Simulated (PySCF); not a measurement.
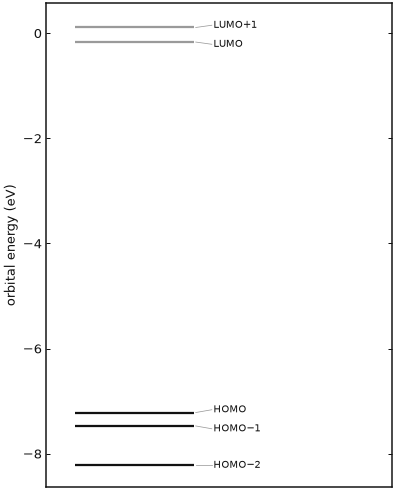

Kohn-Sham orbital energies near the frontier, PBE0/def2-SVPD, PySCF, at a GFN2-xTB geometry (no frequency check), isolated molecule; empty levels in grey, levels within 0.03 eV side by side.

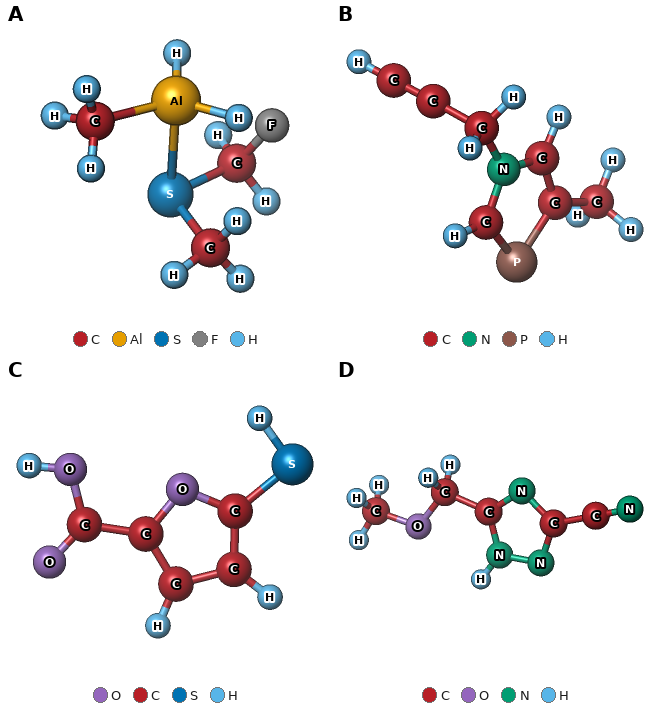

Which molecule has this level scheme? The candidates are drawn in the second picture.

Structure A, C₃H₁₀AlFS, SMILES [CH3][AlH2-][S@+](C)CF, singlet. HOMO −7.22 eV, LUMO −0.17 eV, separation 7.05 eV.

Known limits of this run: the tight-binding geometry is rougher than a DFT one and adds to the error; one conformer of a flexible molecule; empty levels above zero depend strongly on the basis.
